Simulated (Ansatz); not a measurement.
Consider BGeH5S (SMILES S[BH][GeH3]).

```xyz
8

B    -0.8605   -0.6380   -0.2641
Ge   -0.1369   -0.7611    1.6621
S    -2.5669   -0.3773   -0.6745
H    -3.1016   -0.3060    0.5826
H    -0.1390   -0.7400   -1.2363
H     0.5525   -2.1294    1.9259
H     0.9267    0.3374    1.9432
H    -1.2772   -0.5955    2.7098
```

Geometry: PBE-D3(BJ)/def2-SVP.

Method: Ansatz 0.2.0, isolated molecule in a Gaussian basis; Kohn-Sham density functional theory, functional PBE0.

What can the converged electron density and electron localisation function tell about the bonding?

B–S (1.77 Å): ρ is about 1.3 e/Å³ halfway; the ELF peaks at about 0.95 between the atoms (localised, covalent bonding).
Ge–B (2.06 Å): the density is about 0.76 e/Å³ at the midpoint; the ELF peaks at about 0.95 between the atoms; localised, covalent bonding.
B–H (1.21 Å): ρ at the midpoint is about 1.2 e/Å³; the ELF climbs to about 1 towards the hydrogen, as it does in any bond to H (a covalent bond by its length).
S–H (1.37 Å): ρ at the midpoint is about 1.5 e/Å³; the ELF climbs to about 1 towards the hydrogen; a covalent bond by its length.

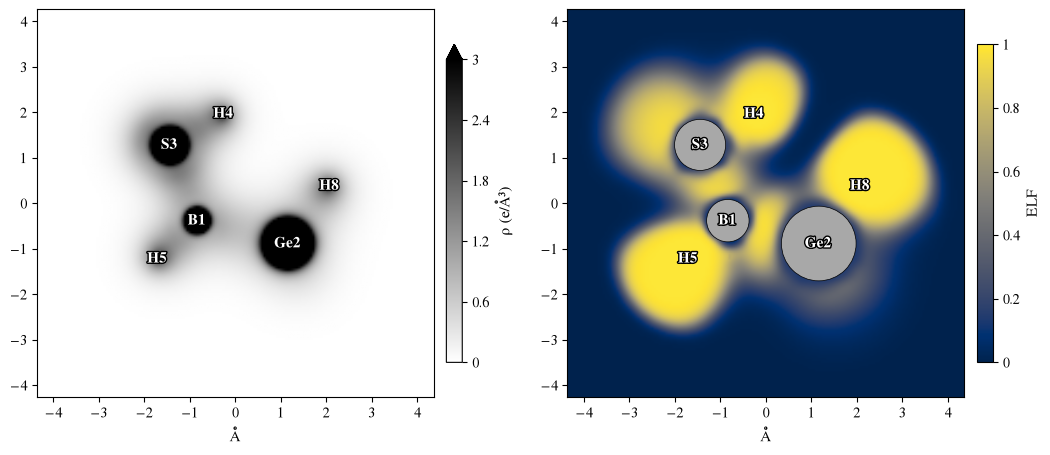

Computed electron density and electron localisation function on the plane of atoms S3, B1 and H5, in this order. Grey discs cover the atomic cores in the ELF map. 
